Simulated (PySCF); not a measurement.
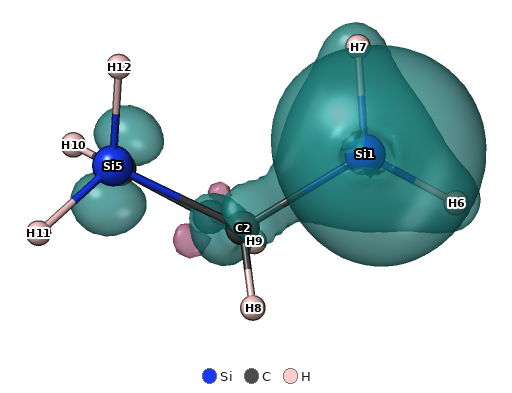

Figure. C3H7Si2 (doublet). Isosurfaces of the spin density at +0.015 (teal) and −0.015 e/Å³ (pink), seen from one side.

Geometry: GFN2-xTB.

Theory: UKS B3LYP, pcH-1 on C H Si, non-relativistic, mean-field spin-orbit, GIAO in PySCF 2.14.0, density-fitted response routines.

```yaml
atoms:
  - { symbol: Si, position_ang: [2.0672, 0.0866, 0.1948] }
  - { symbol: C, position_ang: [0.2594, -0.0414, 0.7363] }
  - { symbol: C, position_ang: [-0.4581, -1.0748, -0.0825] }
  - { symbol: C, position_ang: [-1.4119, -0.4157, -0.7520] }
  - { symbol: Si, position_ang: [-1.0210, 1.2429, 0.0446] }
  - { symbol: H, position_ang: [2.8930, -1.0388, 0.6287] }
  - { symbol: H, position_ang: [2.2236, 0.3470, -1.2327] }
  - { symbol: H, position_ang: [0.2091, -0.2401, 1.8087] }
  - { symbol: H, position_ang: [-0.1967, -2.1234, -0.1205] }
  - { symbol: H, position_ang: [-2.1036, -0.8204, -1.4735] }
  - { symbol: H, position_ang: [-1.9861, 1.7653, 1.0115] }
  - { symbol: H, position_ang: [-0.4738, 2.3121, -0.7895] }
```

### Where is the unpaired spin?

The unpaired spin (1 electron) lies mostly on Si1 (about 0.8), in electrons by Hirshfeld's partition.
